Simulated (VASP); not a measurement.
Band structure of InP (space group F-43m). Calculation: modified Becke-Johnson potential (mBJ) with spin-orbit coupling, VASP's PBE PAW potentials (set 64) (plane waves; VASP 6.6.1).

mBJ is a potential without an energy functional, so only the levels count.

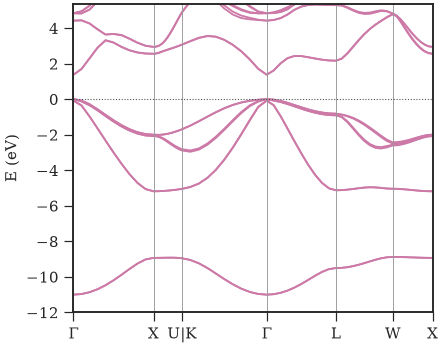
Figure. Bands along high-symmetry lines, zero at the valence-band maximum or, without a gap, the Fermi level

Question: Read the plot: is there a gap, and where are the band edges?

Answer: The gap is direct, 1.38 eV, from the valence maximum at Γ to the conduction minimum at Γ.

The structure comes from a computed database's InP entry (F-43m); how it stands against other phases isn't given here. It was relaxed first. The cell's shape comes from a PBE relaxation.
